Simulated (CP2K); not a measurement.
# OH (SMILES [OH]): U-revPBE-D3(BJ)/TZV2P-MOLOPT-PBE-GTH (core potential)

Aim: the vertical doublet–quartet gap of OH at U-revPBE-D3(BJ)/TZV2P-MOLOPT-PBE-GTH (core potential), from 2 runs. 

The calculation is run with CP2K 2026.2.

## 1. The molecule

OH: 2 atoms, total charge 0, spin state doublet. As SMILES, `[OH]`. The shape is that of a PBE0-D4/def2-TZVP optimisation.

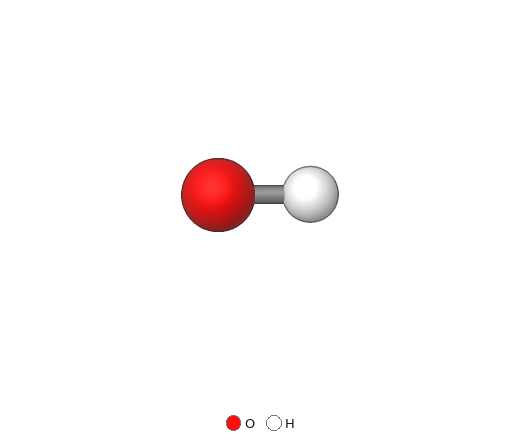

The structure, seen from a chosen angle (oxygen red, hydrogen white).

## 2. The energy at U-revPBE-D3(BJ)/TZV2P-MOLOPT-PBE-GTH (core potential)

File molecule.xyz:

```xyz
2

O      0.415880    -0.133150     0.214550
H     -0.415880     0.133150    -0.214550
```

File run.inp:

```
&GLOBAL
    PROJECT run
    RUN_TYPE ENERGY
    PRINT_LEVEL MEDIUM
&END GLOBAL

&FORCE_EVAL
    METHOD QUICKSTEP
    &DFT
        BASIS_SET_FILE_NAME BASIS_MOLOPT_UZH
        POTENTIAL_FILE_NAME POTENTIAL_UZH
        CHARGE 0
        MULTIPLICITY 2
        SPIN_POLARIZED T
        ! Quickstep
        &QS
            METHOD GPW
            EPS_DEFAULT 1.0E-10
        &END QS
        &MGRID
            CUTOFF 400
            REL_CUTOFF 50
            NGRIDS 4
        &END MGRID
        ! no periodic images
        &POISSON
            PERIODIC NONE
            POISSON_SOLVER WAVELET
        &END POISSON
        ! SCF settings
        &SCF
            SCF_GUESS ATOMIC
            EPS_SCF 1.0E-06
            MAX_SCF 50
            &OT ON
                MINIMIZER DIIS
                PRECONDITIONER FULL_ALL
            &END OT
            &OUTER_SCF
                EPS_SCF 1.0E-06
                MAX_SCF 8
            &END OUTER_SCF
        &END SCF
        &XC
            &XC_FUNCTIONAL
                &PBE
                    PARAMETRIZATION REVPBE
                &END PBE
            &END XC_FUNCTIONAL
            &VDW_POTENTIAL
                POTENTIAL_TYPE PAIR_POTENTIAL
                &PAIR_POTENTIAL
                    TYPE DFTD3(BJ)
                    PARAMETER_FILE_NAME dftd3.dat
                    REFERENCE_FUNCTIONAL revPBE
                    R_CUTOFF 15
                &END PAIR_POTENTIAL
            &END VDW_POTENTIAL
        &END XC
        ! extra output
        &PRINT
            &MOMENTS
                PERIODIC F
                REFERENCE COM
                MAX_MOMENT 1
            &END MOMENTS
            &MO_CUBES
                NLUMO 3
                NHOMO -1
                WRITE_CUBE F
            &END MO_CUBES
            &HIRSHFELD OFF
            &END HIRSHFELD
        &END PRINT
    &END DFT
    &SUBSYS
        ! vacuum box
        &CELL
            ABC [angstrom] 10.8 10.8 10.8
            PERIODIC NONE
        &END CELL
        &TOPOLOGY
            COORD_FILE_NAME molecule.xyz
            COORD_FILE_FORMAT XYZ
            &CENTER_COORDINATES
            &END CENTER_COORDINATES
        &END TOPOLOGY
        &KIND O
            BASIS_SET TZV2P-MOLOPT-PBE-GTH-q6
            POTENTIAL GTH-PBE-q6
        &END KIND
        &KIND H
            BASIS_SET TZV2P-MOLOPT-PBE-GTH-q1
            POTENTIAL GTH-PBE-q1
        &END KIND
    &END SUBSYS
&END FORCE_EVAL
```

Launch:

```bash
$ OMP_NUM_THREADS=1 cp2k.psmp -i run.inp -o run.out
```

The program printed:

```text
CP2K| version string:                                       CP2K version 2026.2
[...]
 GLOBAL| Method name                                                        CP2K
[...]
 GLOBAL| Run type                                                         ENERGY
[...]
 DFT| Spin unrestricted (spin-polarized) Kohn-Sham calculation               UKS
 DFT| Multiplicity                                                             2
[...]
 DFT| Charge                                                                   0
[...]
 FUNCTIONAL| PBE:
[...]
 QS| Method:                                                                 GPW
[...]
 QS| Density cutoff [a.u.]:                                                200.0
[...]
 QS| Relative density cutoff [a.u.]:                                        25.0
[...]
                             - Atoms:                                          2
[...]
                             - Spherical basis functions:                     43
[...]
 Number of electrons:                                                          4
[...]
     1 OT DIIS     0.15E+00    3.6     0.13762830       -15.4842846987 -1.55E+01
[...]
    48 OT DIIS     0.15E+00    3.8     0.00000093       -16.5548216622 -6.02E-09
  *** SCF run converged in    48 steps ***
[...]
  Overlap energy of the core charge distribution:               0.00000001979414
  Self energy of the core charge distribution:                -42.94797059739999
  Core Hamiltonian energy:                                     12.22864039279023
  Hartree energy:                                              17.98414740641698
  Exchange-correlation energy:                                 -3.81919220113349
  Dispersion energy:                                           -0.00044668265460
  Total energy:                                               -16.55482166218674
[...]
                     Mulliken Population Analysis
 #  Atom  Element  Kind  Atomic population (alpha,beta) Net charge  Spin moment
       1     O        1         3.579882     2.585770    -0.165651     0.994112
       2     H        2         0.420118     0.414230     0.165652     0.005888
 # Total charge and spin        4.000000     2.999999     0.000001     1.000000
[...]
  Dipole moment [Debye]
    X= -0.1363018E+01 Y=  0.4362232E+00 Z= -0.7031420E+00  Total=      1.5945273
[...]
 WARNING : did not converge in ot_eigensolver
 number of iterations          299  exceeded maximum
 current gradient / target gradient   1.3007744878363440E-003  /    1.0000000000000001E-005
[...]
 WARNING : did not converge in ot_eigensolver
 number of iterations          299  exceeded maximum
 current gradient / target gradient   4.7724287925904676E-003  /    1.0000000000000001E-005
[...]
 HOMO - LUMO gap [eV] :    1.442940
 ENERGY| Total FORCE_EVAL ( QS ) energy [hartree]            -16.554821662186740
[...]
```

It took 9 min on 1 thread of Arm Neoverse V1, shared host; peak memory 1.2 GiB.

## 3. The quartet at the same level

File qs.inp:

```
&GLOBAL
  PROJECT qs
  RUN_TYPE ENERGY
  PRINT_LEVEL MEDIUM
&END GLOBAL
&FORCE_EVAL
  METHOD QS
  &DFT
    BASIS_SET_FILE_NAME BASIS_MOLOPT_UZH
    POTENTIAL_FILE_NAME POTENTIAL_UZH
    CHARGE 0
    MULTIPLICITY 4
    UKS T
    ! Quickstep
    &QS
      METHOD GPW
      EPS_DEFAULT 1.0E-10
    &END QS
    &MGRID
      CUTOFF 400
      REL_CUTOFF 50
      NGRIDS 4
    &END MGRID
    &POISSON
      PERIODIC NONE
      POISSON_SOLVER WAVELET
    &END POISSON
    &SCF
      SCF_GUESS ATOMIC
      EPS_SCF 1.0E-06
      MAX_SCF 40
      &OT ON
        MINIMIZER CG
        PRECONDITIONER FULL_ALL
      &END OT
      &OUTER_SCF
        EPS_SCF 1.0E-06
        MAX_SCF 5
      &END OUTER_SCF
    &END SCF
    ! exchange and correlation
    &XC
      &XC_FUNCTIONAL
        &PBE
          PARAMETRIZATION REVPBE
        &END PBE
      &END XC_FUNCTIONAL
      &VDW_POTENTIAL
        POTENTIAL_TYPE PAIR_POTENTIAL
        &PAIR_POTENTIAL
          TYPE DFTD3(BJ)
          PARAMETER_FILE_NAME dftd3.dat
          REFERENCE_FUNCTIONAL revPBE
          R_CUTOFF 15
        &END PAIR_POTENTIAL
      &END VDW_POTENTIAL
    &END XC
    ! extra output
    &PRINT
      &MOMENTS
        PERIODIC F
        REFERENCE COM
        MAX_MOMENT 1
      &END MOMENTS
      &MO_CUBES
        NLUMO 1
        NHOMO -1
        WRITE_CUBE F
      &END MO_CUBES
      &HIRSHFELD OFF
      &END HIRSHFELD
    &END PRINT
  &END DFT
  ! atoms, cell and kinds
  &SUBSYS
    ! box in angstrom
    &CELL
      ABC [angstrom] 10.8 10.8 10.8
      PERIODIC NONE
    &END CELL
    &COORD
      SCALED T
      O    0.53850741   0.48767130   0.51986574
      H    0.46149259   0.51232870   0.48013426
    &END COORD
    &KIND O
      BASIS_SET TZV2P-MOLOPT-PBE-GTH-q6
      POTENTIAL GTH-PBE-q6
    &END KIND
    &KIND H
      BASIS_SET TZV2P-MOLOPT-PBE-GTH-q1
      POTENTIAL GTH-PBE-q1
    &END KIND
  &END SUBSYS
&END FORCE_EVAL
```

Launch:

```bash
$ OMP_NUM_THREADS=1 cp2k.psmp -i qs.inp > qs.out 2>&1
```

The program printed (excerpt; [...] marks lines left out):

```text
CP2K| version string:                                       CP2K version 2026.2
[...]
 GLOBAL| Method name                                                        CP2K
[...]
 GLOBAL| Run type                                                         ENERGY
[...]
 DFT| Spin unrestricted (spin-polarized) Kohn-Sham calculation               UKS
 DFT| Multiplicity                                                             4
[...]
 DFT| Charge                                                                   0
[...]
 FUNCTIONAL| PBE:
[...]
 QS| Method:                                                                 GPW
[...]
 QS| Density cutoff [a.u.]:                                                200.0
[...]
 QS| Relative density cutoff [a.u.]:                                        25.0
[...]
                             - Atoms:                                          2
[...]
                             - Spherical basis functions:                     43
[...]
 Number of electrons:                                                          5
[...]
     1 OT CG       0.15E+00    3.6     0.05673153       -15.9482318117 -1.59E+01
[...]
    13 OT CG       0.44E+00    3.8     0.00000046       -16.2604183553 -1.50E-10
  *** SCF run converged in    13 steps ***
[...]
  Overlap energy of the core charge distribution:               0.00000001979412
  Self energy of the core charge distribution:                -42.94797059739999
  Core Hamiltonian energy:                                     12.20721273651479
  Hartree energy:                                              18.22269264286588
  Exchange-correlation energy:                                 -3.74190647442555
  Dispersion energy:                                           -0.00044668265473
  Total energy:                                               -16.26041835530546
[...]
                     Mulliken Population Analysis
 #  Atom  Element  Kind  Atomic population (alpha,beta) Net charge  Spin moment
       1     O        1         3.006841     1.699149     1.294010     1.307691
       2     H        2         1.993159     0.300851    -1.294010     1.692309
 # Total charge and spin        5.000000     2.000000    -0.000000     3.000000
[...]
  Dipole moment [Debye]
    X=  0.2237086E+01 Y= -0.7170886E+00 Z=  0.1154673E+01  Total=      2.6176398
[...]
 HOMO - LUMO gap [eV] :    4.915330
 ENERGY| Total FORCE_EVAL ( QS ) energy [hartree]            -16.260418355305465
[...]
```

It took 75 s on 1 thread of Arm Neoverse V1, shared host; peak memory 1.2 GiB.

## 4. Summary of results

Level: U-revPBE-D3(BJ)/TZV2P-MOLOPT-PBE-GTH (core potential).

```
                                        quantity         value
                           doublet: total energy  -16.55482 Eh
                          doublet: dipole moment        1.59 D
     doublet: HOMO energy (highest over α and β)      -7.28 eV
      doublet: LUMO energy (lowest over α and β)      -5.84 eV
                      doublet: dispersion energy  -1.17 kJ/mol
                                   doublet: ⟨S²⟩         0.752
                           quartet: total energy  -16.26042 Eh
                          quartet: dipole moment        2.62 D
     quartet: HOMO energy (highest over α and β)      -1.14 eV
                      quartet: dispersion energy  -1.17 kJ/mol
                                   quartet: ⟨S²⟩         3.752
vertical energy of the quartet above the doublet      8.011 eV
```

At this shape the quartet lies 8.01 eV (185 kcal/mol) above the doublet.
